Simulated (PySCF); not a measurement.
**SVWN5/def2-SVP (core potential) run of SnGeH6 (SMILES [GeH3][SnH3])**

Aim: the energy change on altering one bond length of SnGeH6 at SVWN5/def2-SVP (core potential), from 2 runs. The job is set up through a Python script.

The calculation is run with PySCF 2.14.0.

1 further run of the same task is left out (set aside as unsound or not needed).

**1. Starting point**

SnGeH6 has 8 atoms, charge 0, and is taken as a singlet. SMILES: `[GeH3][SnH3]`. Geometry: relaxed at PBE0-D4/def2-TZVP.

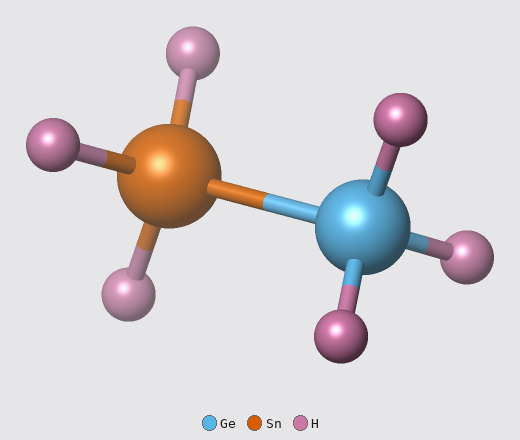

The structure, seen from a chosen angle (germanium blue, tin orange, hydrogen pink).

**2. A single-point energy at SVWN5/def2-SVP (core potential)**

Input file input.xyz:

```xyz
8
GeH6Sn
Ge    -0.754100     0.285800    -1.041300
Sn     0.751500    -0.290300     0.992300
H     -1.830800     1.307300    -0.639500
H     -1.453400    -0.978600    -1.567000
H      0.087500     0.886500    -2.179300
H     -0.187600    -0.932800     2.265200
H      1.931000    -1.444200     0.553800
H      1.547900     1.109100     1.560100
```

Input file run.py:

```python
from pyscf import gto, dft

mol = gto.M(
    atom='input.xyz',
    charge=0,
    ecp={'Sn': 'def2-svp'},
    verbose=3,
    max_memory=1860,
    basis='def2-svp',
    spin=0,
)

mf = dft.RKS(mol, xc='svwn')
mf.conv_tol = 1e-10
mf.grids.level = 5
mf.kernel()
if not mf.converged:
    mf = mf.newton().run(mf.mo_coeff, mf.mo_occ)

e_tot = mf.e_tot
print('E = %.10f Eh' % e_tot)
```

Launch:

```
$ OMP_NUM_THREADS=1 python run.py
```

The log of the run:

```text
converged SCF energy = -2291.06695094266
E = -2291.0669509427 Eh
```

Run time: 6.9 s. Hardware: 1 thread of Intel Xeon 6975P-C (Granite Rapids), shared host; peak memory 0.3 GiB.

**3. The distorted shape at the same level**

Input file job.py:

```python
from pyscf import gto, dft

system = gto.Mole()
system.atom = '''
Ge  -1.006600   0.105576  -0.699873
Sn   0.499000  -0.470524   1.333727
H   -2.083300   1.127076  -0.298073
H   -1.705900  -1.158824  -1.225573
H    0.087500   0.886500  -2.179300
H   -0.440100  -1.113024   2.606627
H    1.678500  -1.624424   0.895227
H    1.295400   0.928876   1.901527
'''
system.verbose = 3
system.max_memory = 1860
system.ecp = {'Sn': 'def2-svp'}
system.basis = 'def2-svp'
system.build()

ks = dft.RKS(system)
ks.xc = 'svwn'
ks.conv_tol = 1e-10
ks.grids.level = 5
ks.kernel()
if not ks.converged:
    ks = ks.newton().run(ks.mo_coeff, ks.mo_occ)

energy = ks.e_tot
print('E(%s) = %.9f' % ('SVWN5', energy))
```

Launch:

```
$ OMP_NUM_THREADS=1 python job.py
```

The log of the run:

```text
converged SCF energy = -2291.03338968867
E(SVWN5) = -2291.033389689
```

Run time: 7.2 s. Hardware: 1 thread of Intel Xeon 6975P-C (Granite Rapids), shared host; peak memory 0.3 GiB.

**4. Summary of results**

At SVWN5/def2-SVP (core potential):

| quantity | value |
| --- | --- |
| first shape: total energy | -2291.06695 Eh |
| first shape: dipole moment | 0.11 D |
| first shape: HOMO energy | -6.95 eV |
| first shape: LUMO energy | -0.95 eV |
| first shape: HOMO–LUMO gap | 6.00 eV |
| distorted shape: total energy | -2291.03339 Eh |
| distorted shape: dipole moment | 0.61 D |
| distorted shape: HOMO energy | -6.93 eV |
| distorted shape: LUMO energy | -1.93 eV |
| distorted shape: HOMO–LUMO gap | 5.00 eV |
| energy change with the Ge1–H5 bond stretched from 1.538 to 1.999 Å | 0.913 eV |

With the Ge1–H5 bond stretched from 1.538 to 1.999 Å the energy rises by 0.91 eV (21.1 kcal/mol). The first shape isn't relaxed at this level, so the change isn't measured from a minimum. Mulliken charges (distorted shape) run from -0.03 on H5 to +0.09 on Sn2.
